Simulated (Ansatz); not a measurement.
Layers are cut from database crystals; whether they can be made is not shown.

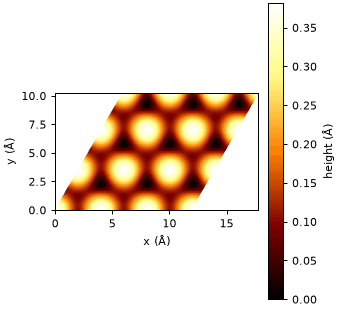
Fig. 1. Simulated constant-current image at -1.4 V from a Fermi level inside the gap (filled states down to 1.0 eV under the valence edge)

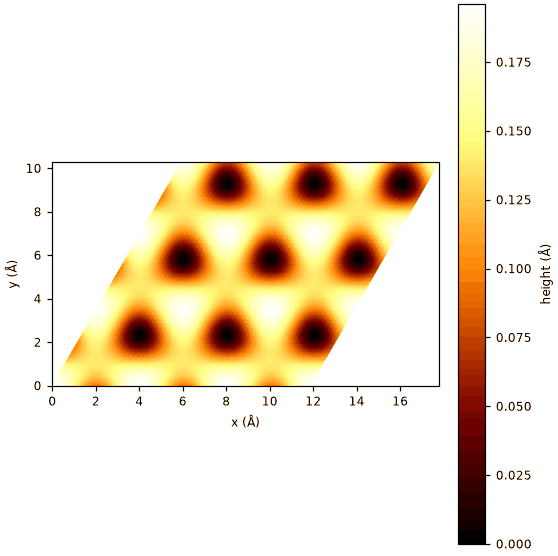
Simulated constant-current image at +0.8 V from a Fermi level inside the gap (empty states up to 0.4 eV over the conduction edge)

Method: PBE, Tersoff-Hamann images (plane waves, PAW; Ansatz, a program for electronic structure).

Mesh 18×18×1, no spin-orbit coupling, no spin polarisation; biases count from the run's Fermi level. The set point is the mean density 3.5 Å over the top atom.

The sample is: single layer of Te2Pt (symmetry P-3m1 as a slab, 3 atoms a cell). Atoms are numbered in the order of this list of the upper atoms (x, y, depth in Å): Te1 (0.0, 0.0, 0.0); Pt2 (4.0, 2.3, 1.4).

Which sites are bright, and how large is the corrugation?

At -1.4 V the maximum lies over Te1 and the sites alike, corrugation about 0.38 Å. At +0.8 V the maximum lies over Te1 and the sites alike, corrugation about 0.20 Å.
